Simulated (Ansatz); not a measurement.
Input

```
crystal:
  periodic: [false, false, false]
  atoms:
    - { symbol: Sn, position_ang: [0.0, 0.0, 0.0] }
    - { symbol: Cl, position_ang: [0.0, 0.0, 2.76] }
    - { symbol: Cl, position_ang: [2.2726, 0.0, -0.8025] }
    - { symbol: H, position_ang: [-0.8195, 1.4198, -0.5794] }
    - { symbol: H, position_ang: [-0.8195, -1.4198, -0.5794] }
    - { symbol: H, position_ang: [1.0699, 1.6134, 0.6433] }
    - { symbol: H, position_ang: [0.8962, 1.3515, 1.6527] }
basis:
  gaussian: { orbitals: def2-SVP }
hamiltonian:
  xc: hf
relax:
  f_tol: 0.15
  max_steps: 25
  restrain:
    - { distance: [0, 5], at: 1.74, k: 30.0 }
    - { distance: [6, 1], at: 1.37, k: 30.0 }
    - { distance: [0, 1], at: 3.61, k: 30.0 }
    - { distance: [6, 5], at: 1.86, k: 30.0 }
output:
  orbitals: {}
```

Run with:

```sh
ansatz run input.yaml --threads 1 --pin off --max-ram 2048MiB --backend cpu --events-out ev --progress --plain --runs-dir out
```

The fields are those of the run's last geometry, not of the input's.

Core potentials replace the inner electrons of Sn; not at a stationary point (largest force 1.7 eV/Å).

Theory: RHF/def2-SVP in Ansatz 0.2.0.

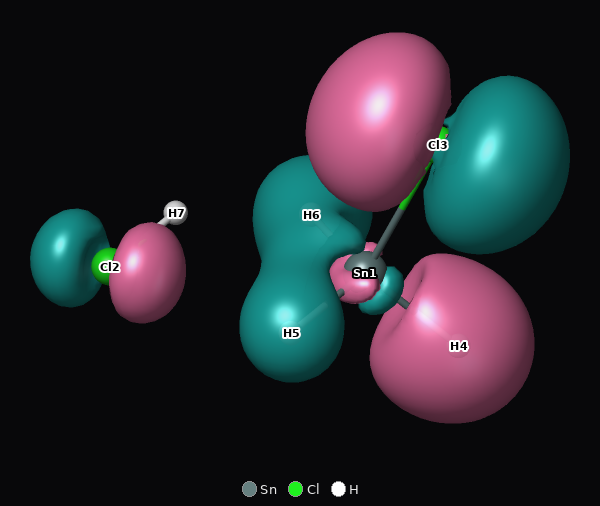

ClH3Sn···HCl. The HOMO at ±0.08 Å⁻³ᐟ² (teal and pink are the two phases), seen at a tilt.

Question: What is the character of this orbital?

Answer: Its weight (Hirshfeld) is mainly on Cl3 (about 60 %), Sn1 (about 15 %) and H4 (about 10 %). Its energy is −11.61 eV.
